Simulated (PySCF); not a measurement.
# doublet [BSiH5]+ at 6 levels

We compute a comparison of 6 runs (U-wB97X-V/STO-3G, UB2PLYP/STO-3G, UM06-2X/STO-3G, UMP2/STO-3G, UCISD/STO-3G, UCCSD(T)/STO-3G) of doublet [BSiH5]+. The job is set up through a Python script.

Program for the calculation: PySCF 2.14.0.

2 further runs of the same task are left out: 2 set aside as unsound or not needed.

## (1) Starting point

[BSiH5]+: 7 atoms, total charge +1, spin state doublet. As SMILES of the parent species, `B[SiH3]`. Geometry: relaxed at PBE0-D4/def2-TZVP. That shape belongs to the parent species and isn't relaxed for this state.

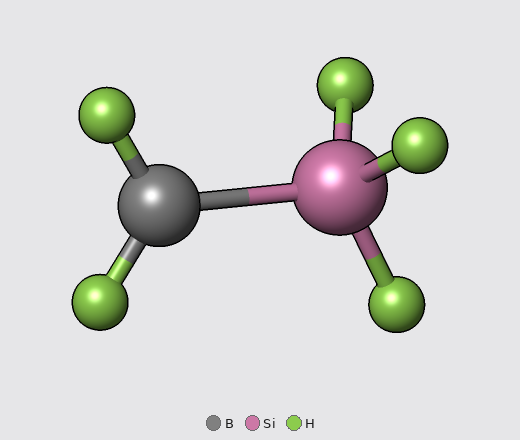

The structure, seen from a chosen angle (boron grey, silicon pink, hydrogen green).

## (2) The energy at U-wB97X-V/STO-3G (run 1)

input.xyz reads:

```xyz
7

B     -0.043200    -1.189000     0.204300
Si     0.089100     0.785300    -0.148500
H     -1.126000    -1.690600     0.290100
H      0.906400    -1.902500     0.335400
H     -0.616000     1.093400    -1.427200
H     -0.623600     1.516700     0.939600
H      1.474500     1.318800    -0.239500
```

input.py reads:

```python
from pyscf import gto, dft

mol = gto.M(
    atom='input.xyz',
    verbose=3,
    spin=1,
    basis='sto-3g',
    charge=1,
    max_memory=1860,
)

mf = dft.UKS(mol)
mf.xc = 'wb97x-v'
mf.conv_tol = 1e-10
mf.nlcgrids.level = 1
mf.grids.level = 5
mf.kernel()
if not mf.converged:
    mf = mf.newton().run(mf.mo_coeff, mf.mo_occ)

etot = mf.e_tot
print(f'total energy: {etot:.8f} hartree')
```

On the command line:

```
OMP_NUM_THREADS=1 python input.py
```

The log of the run:

```text
converged SCF energy = -313.222052330701  <S^2> = 0.75138878  2S+1 = 2.0013883
total energy: -313.22205233 hartree
```

It took 35 s on 1 thread of Arm Neoverse V1, shared host; peak memory 0.21 GiB.

## (3) The energy at UB2PLYP/STO-3G (run 2)

start.xyz reads:

```xyz
7

B     -0.043200    -1.189000     0.204300
Si     0.089100     0.785300    -0.148500
H     -1.126000    -1.690600     0.290100
H      0.906400    -1.902500     0.335400
H     -0.616000     1.093400    -1.427200
H     -0.623600     1.516700     0.939600
H      1.474500     1.318800    -0.239500
```

run.py reads:

```python
from pyscf import gto, dft, mp

mol = gto.Mole()
mol.atom = 'start.xyz'
mol.charge = 1
mol.basis = 'sto-3g'
mol.max_memory = 1860
mol.verbose = 3
mol.spin = 1
mol.build()

mf = dft.UKS(mol)
mf.xc = '0.53*HF + 0.47*B88, 0.73*LYP'
mf.conv_tol = 1e-10
mf.grids.level = 5
mf.kernel()
if not mf.converged:
    mf = mf.newton().run(mf.mo_coeff, mf.mo_occ)

pt = mp.MP2(mf, frozen=6).run()
e_final = mf.e_tot + 0.27 * pt.e_corr
print('PT2 part  %.8f' % (0.27 * pt.e_corr))
print('E = %.10f Eh' % e_final)
```

On the command line:

```
OMP_NUM_THREADS=1 python run.py
```

The log of the run:

```text
converged SCF energy = -313.048294675157  <S^2> = 0.75183496  2S+1 = 2.0018341
E(UMP2) = -313.141946352946  E_corr = -0.0936516777886075
E(SCS-UMP2) = -313.156146084718  E_corr = -0.107851409561129
PT2 part  -0.02528595
E = -313.0735806282 Eh
```

It took 6.3 s on 1 thread of Arm Neoverse V1, shared host; peak memory 0.21 GiB.

## (4) The energy at UM06-2X/STO-3G (run 3)

input.py reads:

```python
from pyscf import gto, dft

mol = gto.M(
    atom='''
B     -0.081636    -2.246884     0.386071
Si     0.168375     1.484002    -0.280624
H     -2.127832    -3.194771     0.548210
H      1.712848    -3.595204     0.633814
H     -1.164071     2.066227    -2.697017
H     -1.178433     2.866148     1.775587
H      2.786401     2.492171    -0.452589
''',
    basis='sto-3g',
    spin=1,
    max_memory=1860,
    unit='bohr',
    verbose=3,
    charge=1,
)

myscf = dft.UKS(mol, xc='m06-2x')
myscf.conv_tol = 1e-10
myscf.grids.level = 5
myscf.kernel()
if not myscf.converged:
    myscf = myscf.newton().run(myscf.mo_coeff, myscf.mo_occ)

e_tot = myscf.e_tot
print('Final energy', e_tot)
```

On the command line:

```
OMP_NUM_THREADS=1 python input.py
```

The log of the run:

```text
converged SCF energy = -313.27015938733  <S^2> = 0.75086556  2S+1 = 2.0008654
Final energy -313.2701593873299
```

It took 9.6 s on 1 thread of Arm Neoverse V1, shared host; peak memory 0.23 GiB.

Runs 4 to 5 aren't shown in full; the table further down has their settings and results.

## (5) A single-point energy at UCCSD(T)/STO-3G (run 6)

run.py reads:

```python
from pyscf import gto, scf, cc

mol = gto.Mole()
mol.atom = '''
B     -0.081636    -2.246884     0.386071
Si     0.168375     1.484002    -0.280624
H     -2.127832    -3.194771     0.548210
H      1.712848    -3.595204     0.633814
H     -1.164071     2.066227    -2.697017
H     -1.178433     2.866148     1.775587
H      2.786401     2.492171    -0.452589
'''
mol.charge = 1
mol.unit = 'bohr'
mol.spin = 1
mol.verbose = 4
mol.basis = 'sto-3g'
mol.max_memory = 1860
mol.build()

mf = scf.UHF(mol)
mf.conv_tol = 1e-10
mf.kernel()
if not mf.converged:
    mf = mf.newton().run(mf.mo_coeff, mf.mo_occ)

mycc = cc.CCSD(mf, frozen=6)
mycc.kernel()
e_t = mycc.ccsd_t()
e_final = mycc.e_tot + e_t
print(f'total energy: {e_final:.8f} hartree')
```

On the command line:

```
OMP_NUM_THREADS=1 python run.py
```

The log of the run:

```text
PySCF version 2.14.0

[... 99 lines left out ...]
converged SCF energy = -312.516808646922  <S^2> = 0.75283023  2S+1 = 2.0028282
[... 12 lines left out ...]
Init t2, MP2 energy = -0.0718342010525755
[... 16 lines left out ...]
UCCSD converged
[... 2 lines left out ...]
total energy: -312.62524483 hartree
```

Wall time 0.91 s (1 thread of Arm Neoverse V1, shared host); peak memory 0.1 GiB.

## (6) Overview of the runs

| run | level | nlc grid | frozen core orbitals | energy (Eh) | HOMO energy (eV) | LUMO energy (eV) | ⟨S²⟩ | wall time |
| --- | --- | --- | --- | --- | --- | --- | --- | --- |
| 1 | U-wB97X-V/STO-3G | 1 | – | -313.222052 | -17.35 | -10.37 | 0.751 | 35 s |
| 2 | UB2PLYP/STO-3G | – | 6 | -313.073581 | -16.05 | -11.01 | 0.752 | 6.3 s |
| 3 | UM06-2X/STO-3G | – | – | -313.270159 | -16.09 | -11.71 | 0.751 | 9.6 s |
| 4 | UMP2/STO-3G | – | 6 | -312.588643 | -17.89 | -8.12 | 0.753 | 0.85 s |
| 5 | UCISD/STO-3G | – | 6 | -312.618301 | -17.89 | -8.12 | 0.753 | 0.8 s |
| 6 | UCCSD(T)/STO-3G | – | 6 | -312.625245 | -17.89 | -8.12 | 0.753 | 0.91 s |

## (7) What came out

```
                                                         quantity          value
                                              run 6: total energy  -312.62524 Eh
run 6: HOMO energy (Hartree–Fock orbitals) (highest over α and β)      -17.89 eV
 run 6: LUMO energy (Hartree–Fock orbitals) (lowest over α and β)       -8.12 eV
               run 6: correlation energy (6 core orbitals frozen)     -108.4 mEh
                                            run 6: (T) correction      -1.16 mEh
                         run 6: ⟨S²⟩ of the reference determinant          0.753
                                             run 6: T1 diagnostic          0.009
```

Totals of different functionals can't be ranked against each other. In runs 1, 2, 3, 4, 5, 6 the basis is minimal, so the values are rough. All runs together took 54 s, the longest 35 s.
